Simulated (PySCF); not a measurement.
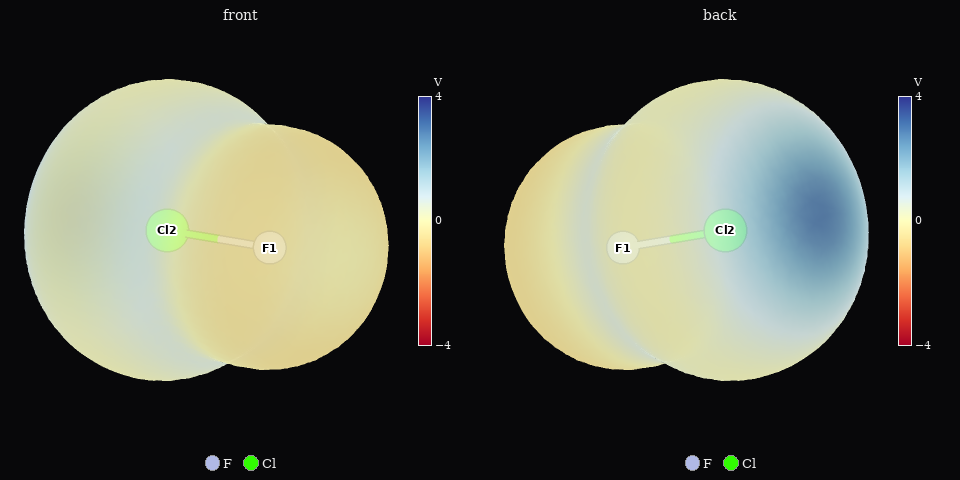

ClF (SMILES FCl). The molecular electrostatic potential painted on the density surface at 0.004 e/bohr³, seen from the front and from behind; red is negative and blue positive.

Geometry: PBE0-D3(BJ)/def2-SVP.

Computed with PBE0/pcSseg-1, SCF density, gas phase, non-relativistic (PySCF).

Input

```
{"job": {"kind": "nmr", "xc": "PBE0", "basis": "pcSseg-1"}, "charge": 0, "multiplicity": 1}
F     -0.700966     0.328120    -0.112195
Cl     0.745156    -0.418370     0.118265
```

Launched as:

```sh
OMP_NUM_THREADS=1 python probes_run.py task.json out
```

Q: Describe the electrostatic potential map.

A: The most negative region (about −0.5 V) lies over F1, the most positive (about +3.1 V) over Cl2. Cl2 shows a σ-hole: about +3.1 V at the tip opposite its bond, against about +0.1 V on its flanks.

Q: How polar is the molecule by this calculation?

A: Its dipole moment is 1.09 D.
